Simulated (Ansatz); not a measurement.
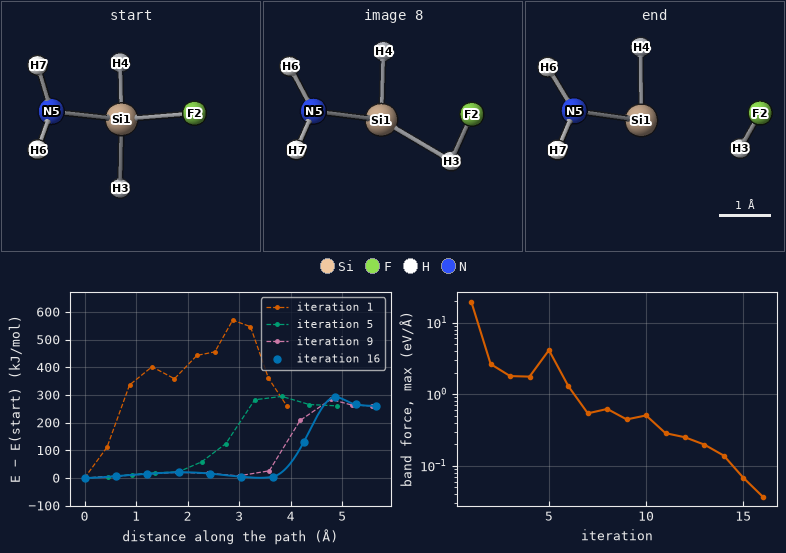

NEB run on SiNH4F. Images are numbered from 0 (start) to 10 (end). The plot follows the band through its iterations. The picture is a ball-and-stick view, seen from a free direction.

These are results of Ansatz 0.2.0, RKS PBE/def2-SVP, not measurements. Settings: 9 movable images; climbing image; force threshold 0.05 eV/Å; iteration limit 60; starting path through a guess of the saddle point.

Did the band converge, and can the barrier be trusted?

Answer. The run is converged, with reservations. The band converged in 16 iterations. The largest component of the band force went from 20 to 0.037 eV/Å. The climbing image converged on the top of the path. Its vibrational analysis gives one imaginary mode (953i cm⁻¹), as a transition state must have. The first iteration put the highest image at 569.9 kJ/mol. The energy climbs by 292.1 kJ/mol to image 8 and then falls by 31.8 kJ/mol, so the end point sits at +260.4 kJ/mol.

The run took 78 s on 1 thread of AMD EPYC 9R45 96-Core Processor (Zen 5), with other jobs on the host, peak memory 0.13 GiB.
